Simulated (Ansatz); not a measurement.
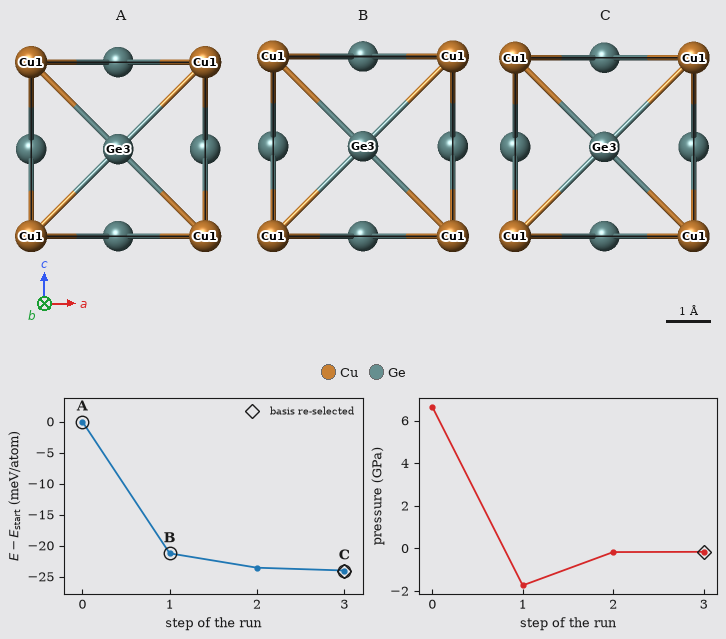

Frames of a relaxation of crystalline CuGe₃ (built on the Cu3Au (L1_2)_221 type) (coarse preliminary run), marked on the history of the run. The picture is a ball-and-stick view of the cell of the calculation, seen along the b axis.

Case: Cu3Au (L1_2) type (Pm-3m, No. 221).

Computed with Ansatz, DFT PBE, scalar-relativistic, plane waves, PAW.

The input:
```yaml
crystal:
  lattice:
    - [4.0105650627, 0.0, 0.0]
    - [0.0, 4.0105650627, 0.0]
    - [0.0, 0.0, 4.0105650627]
  atoms:
    - { symbol: Cu, position: [0.0, 0.0, 0.0] }
    - { symbol: Ge, position: [0.0, 0.5, 0.5] }
    - { symbol: Ge, position: [0.5, 0.0, 0.5] }
    - { symbol: Ge, position: [0.5, 0.5, 0.0] }
basis:
  ecutwfc: 420
kpoints:
  mp_grid: { grid: [4, 4, 4] }
hamiltonian:
  xc: pbe
scf:
  occupations: { method: gaussian, width: 0.1 }
  lower_state_search: "off"
output:
  forces: true
  stress: true
  eigenvalues: true
relax:
  adjacent_minimum: "off"
  f_tol: 0.04
  max_steps: 70
  cell: { stress_tol: 0.4 }
```

Launched with:
```bash
ansatz run input.yaml --threads 1 --pin off --max-ram 2560MiB --backend cpu --events-out ev --progress --plain --runs-dir out
```

Q: Describe the path.

A: After 2 accepted moves (3 points after the start) the energy has fallen by 24.0 meV per atom. All forces vanish by symmetry, so only the cell relaxes. The pressure goes from 6.65 to −0.17 GPa. At 1 point the geometry stayed and the basis and grid were re-selected for the new cell (energy shift of 0.4 meV per atom at most each time). The atoms keep their places relative to the cell (all moves are under 0.005 Å). The volume changes by +7.8 %, with a = b = c 4.011 → 4.112 Å (+2.5 %). Near-neighbour distances that change, for instance: Cu1–Ge2 2.836 → 2.908 Å. The space group stays Pm-3m (No. 221). From step 0 to 1: volume +10.0 %, energy −21.3 meV per atom. From step 1 to 3: volume −2.0 %, energy −2.8 meV per atom.

| step | E − E(0), meV/atom | pressure, GPa | volume, Å³/atom | note |
| --- | --- | --- | --- | --- |
| 0 | 0.00 | 6.65 | 16.127 |  |
| 1 | -21.25 | -1.74 | 17.746 |  |
| 2 | -23.57 | -0.18 | 17.384 |  |
| 3 | -24.02 | -0.17 | 17.384 | same geometry, new basis |

Limits of the set-up: the k-point mesh is coarse for a cell with partly filled bands.
